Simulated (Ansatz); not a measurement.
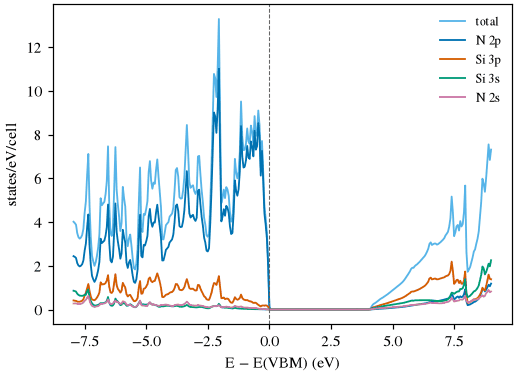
*Total and projected density of states of Si3N4 in space group Fd-3m (No. 227; Si on 16c, Si on 8b, N on 32e), DFT-r²SCAN in the program Ansatz with PAW potentials*

Problem. Which orbitals carry the states next to the gap?

Solution. Top 1 eV of the valence band: N 2p 92 %. Bottom 1 eV of the conduction band: Si 3p 42 %, Si 3s 27 %, N 2s 12 %, N 2p 8 %, outside the projected shells 10 %. Projections are on Löwdin-orthogonalised atomic valence shells; empty p or d shells of many metals are not among them.

Problem. Where is the tallest occupied peak in this window, and what makes it?

Solution. Near -2.1 eV, about 13 states/eV per cell; the largest projected share is N 2p.

The cell was relaxed with r²SCAN under the symmetry of its start; phonons on a q-mesh show no instability.

Potentials: the later of the program's two PAW sets.
